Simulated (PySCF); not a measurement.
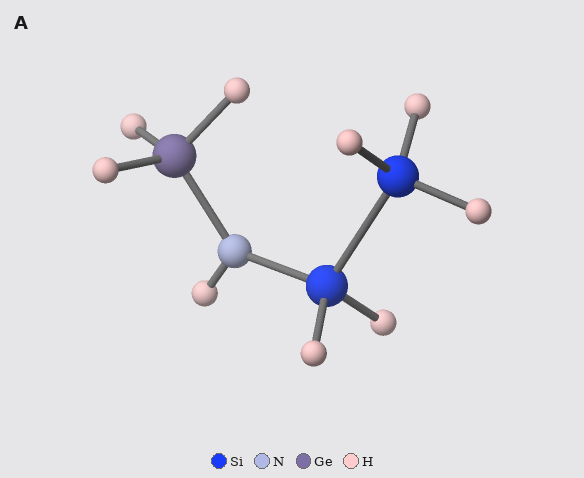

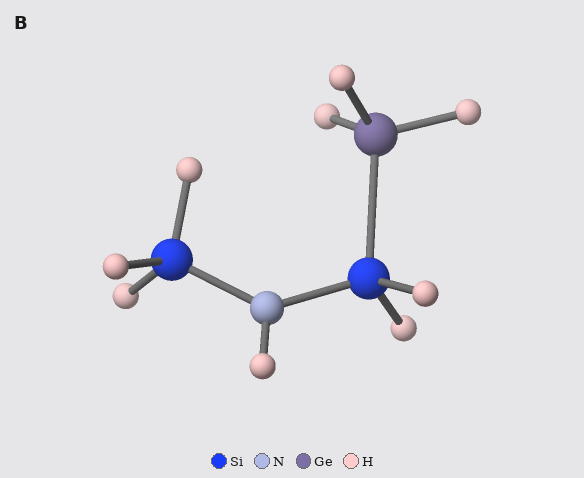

2 stationary structures of one formula. Geometries: PBE0-D3(BJ)/def2-SVP. Electronic energies: PBE0-D3(BJ)/def2-SVP (PySCF 2.14.0), without zero-point energy. No frequency run is at hand to confirm each as a minimum. Each is one conformer, not always the lowest.

**Are they conformers, stereoisomers or constitutional isomers?**

They are constitutional isomers of GeH9NSi2: A `[SiH3][SiH2][NH][GeH3]`, B `[SiH3]N[SiH2][GeH3]`.

**Rank them by energy, lowest first.**

B is lowest; A lies 0.542 eV above it.
